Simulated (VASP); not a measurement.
# Pb (Lead): structure and properties in VASP, part 2 of 2

Aim: relax Pb (Lead) with PBEsol, compute its properties on that cell and hold them against experiment. Left out of this account: 1 further run (relaxation: a spoilt try). The start is a cell from a database of measured crystal structures.

VASP 6.6.1; PBEsol; plane waves and PAW (Pb_d).

Still holding for the runs below: The k-mesh is coarse for a metal.

So far. Step 11 (Volume scan with PBEsol, volume scale 1.02): The run ends at a pressure of -0.85 GPa.

**12. Volume scan with PBEsol, volume scale 1.04**

The input, INCAR:

```
SYSTEM = Pb
PREC = Accurate
ENCUT = 400
EDIFF = 1E-06
NELM = 100
ISMEAR = 1
SIGMA = 0.2
LREAL = .FALSE.
ALGO = Normal
GGA = PS
NBANDS = 13
LORBIT = 11
LWAVE = .FALSE.
LCHARG = .FALSE.
KPAR = 2
ISIF = 2
```

The input, POSCAR:

```
Pb
1.0
    0.0000000000      2.5060771419      2.5060771419
    2.5060771419      0.0000000000      2.5060771419
    2.5060771419      2.5060771419      0.0000000000
Pb
1
Direct
    0.0000000000      0.0000000000      0.0000000000
```

The input, KPOINTS:

```
Automatic mesh
0
Gamma
7 7 7
0 0 0
```

Potentials, in the order of the species: Pb_d (PBE family, release 64).

Run with:

```sh
$ mpirun -np 2 vasp_std
```

It took 2.8 s on 2 MPI ranks of Intel Xeon Platinum 8488C (Sapphire Rapids), shared host; peak memory 0.24 GiB.

The pressure falls from -0.85 to -1.66 GPa.

The run ends at a pressure of -1.66 GPa.

**13. Volume scan with PBEsol, volume scale 1.06**

A prediction first. A parabola through the 6 pressures of evenly scaled cells so far, P = 0.01 -47.6 t +135 t² GPa with t = ln(V/V₁) and V₁ the volume at scale 1, gives -2.30 GPa at t = +0.0583.

INCAR is that of step 12.

The input, POSCAR:

```
Pb
1.0
    0.0000000000      2.5220398470      2.5220398470
    2.5220398470      0.0000000000      2.5220398470
    2.5220398470      2.5220398470      0.0000000000
Pb
1
Direct
    0.0000000000      0.0000000000      0.0000000000
```

KPOINTS is that of step 12.

Run with:

```sh
$ mpirun -np 2 vasp_std
```

Run time: 3.2 s. Hardware: 2 MPI ranks; peak memory 0.25 GiB; 5.1 s of CPU time.

The pressure falls from -1.66 to -2.37 GPa. The parabola predicted -2.30 GPa, +0.07 GPa off.

**14. The series together**

Times are for 2 MPI ranks of Intel Xeon Platinum 8488C (Sapphire Rapids), shared host. The runs compared:

```
no.  volume scale  energy above the lowest point (meV/atom)  pressure (GPa)   time  memory (GiB)
  1          0.94                                     19.06           3.485  3.4 s          0.24
  2          0.96                                      8.31           2.166    3 s          0.24
  3          0.98                                      2.17           1.024  3.2 s          0.24
  4             1                                         0         0.01608    3 s          0.25
  5          1.02                                      1.34         -0.8534  3.4 s          0.25
  6          1.04                                      5.78          -1.659  2.8 s          0.24
  7          1.06                                     12.97          -2.371  3.2 s          0.25
```

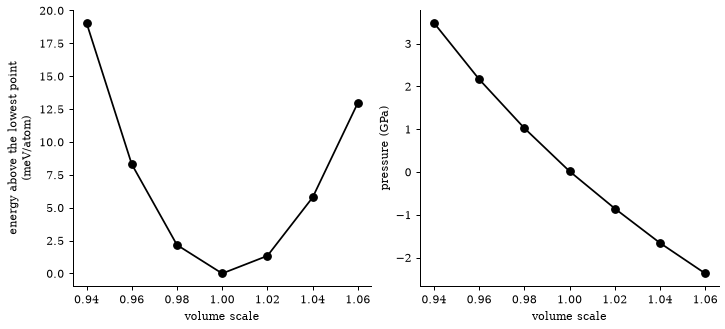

The series as plots.

**15. Fit for PBEsol**

This step: Birch-Murnaghan fit, PBEsol; plane waves and PAW (VASP 6.6.1).

No new run; the numbers come from the runs before.

This step gave:

```
pressure derivative of the bulk modulus : 5.436
r.m.s. error of the fit                 : 1.22e-5 eV/atom
minimum inside the sampled range        : yes
bulk modulus                            : 46.07 GPa
equilibrium volume of the fit           : 30.33 Å³/atom
```

The energy above the fitted minimum by volume:

```
volume (Å³/atom)  energy above the fitted minimum (eV/atom)
           28.45                                     0.0191
           29.06                                    0.00834
           29.66                                    0.00219
           30.27                                     2.8e-5
           30.87                                    0.00137
           31.48                                    0.00581
           32.08                                     0.0130
```

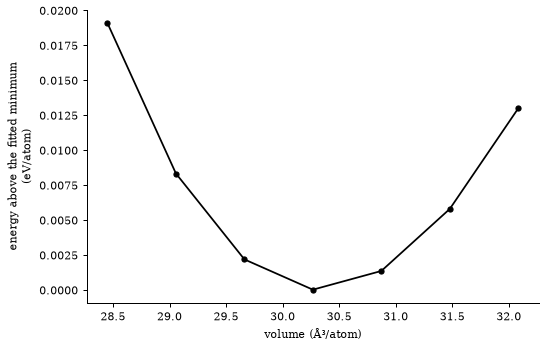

Energy above the fitted minimum against volume.

The fitted volume lies +0.19 % from the relaxed one. At a finite cutoff and mesh the minimum of the energy and the zero of the stress don't quite coincide, and the relaxation stops at a threshold.

**16. Field gradients at the nuclei (PBEsol)**

This step: PBEsol; plane waves and PAW (Pb_d) (VASP 6.6.1).

Field gradients probe how far the charge around each nucleus departs from cubic symmetry; LASPH keeps the non-spherical terms inside the spheres.

Edit INCAR of step 13 so:

```diff
@@ -3,3 +3,3 @@
 ENCUT = 400
-EDIFF = 1E-06
+EDIFF = 1E-07
 NELM = 100
@@ -15,2 +15,3 @@
 KPAR = 2
-ISIF = 2
+LEFG = .TRUE.
+LASPH = .TRUE.
```

The input, POSCAR:

```
Pb
1.0
    0.0000000000      2.4735270012      2.4735270012
    2.4735270012      0.0000000000      2.4735270012
    2.4735270012      2.4735270012      0.0000000000
Pb
1
Direct
    0.0000000000      0.0000000000      0.0000000000
```

KPOINTS is that of step 13.

Run with:

```sh
$ mpirun -np 2 vasp_std
```

It took 4.4 s on 2 MPI ranks; peak memory 0.24 GiB.

Numbers from this step:

```yaml
scf_cycles: 11
free_energy_toten: -4.008 eV
fermi_energy: 7.032 eV
pressure: 0.03101 GPa
```

Electric field gradients, by row:

```
atom  Vxx (V/Å²)  Vyy (V/Å²)  Vzz (V/Å²)  asymmetry
 Pb1       0.001       0.001      -0.002          -
```

All gradients vanish within the noise.

The run ends at a pressure of 0.03 GPa.

**17. Results**

| Item | Value |
| --- | --- |
| relaxed volume | 30.27 Å³/atom |
| relaxed conventional cell a, b, c | 4.947, 4.947, 4.947 Å |
| space group after relaxing, within 0.02 Å | Fm-3m (No. 225) |
| band gap | none, a metal |
| DOS at the Fermi level | 0.525 states/eV/cell |
| shallowest level of the frozen cores | Pb1 5p, 81.3 eV deep |
| bulk modulus from the fit | 46.1 GPa |
| volume from the fit | 30.3 Å³/atom |
| largest field gradient Vzz | zero within the noise on all sites |

**Reading.** With PBEsol, Pb (Lead) relaxes to 30.27 Å³/atom in space group Fm-3m (held by the symmetry of the run), comes out as a metal and has a bulk modulus of 46.1 GPa. Against the listed cell the volume lies -0.2 %. Bands along the symmetry lines (PBEsol): Of the bands kept, 2 cross the Fermi level on this path. Spin-orbit coupling is left out, and with elements this heavy it would split and shift bands near the Fermi level. The k-sampling is coarse for a metal, so the Fermi level, pressures and the shape of the cell carry errors. No search among competing phases was made. All values are for a static lattice at zero temperature.

Calculation against experiment:

| quantity | measured | PBEsol |
| --- | --- | --- |
| lattice constant a (Å) | 4.95 | 4.947 (-0.1 %) |

Measured values from arxiv:1901.05089 (2019).

Verdict: The lattice constant a is off by -0.1 %: good agreement. The grades are ours: good and fair within 0.7 and 1.5 % for the lattice constant a. Zero-point motion and thermal expansion are not in the computed lattice constants.

[Lines on the potential files, build, host, timing and source positions are cut from VASP's logs without a mark.]

[Logs are printed without paths, hosts, clocks, repeated set-up lines and the standing remarks that a program may print on its own settings, such as how far it seeks lower states.]

[Hosts, paths, dates, database ids (printed as entryN), source tags and the programs' standing remarks are cut or masked in the printed files.]

[A measured line is paired with the nearest computed mode of its activity, which favours agreement.]
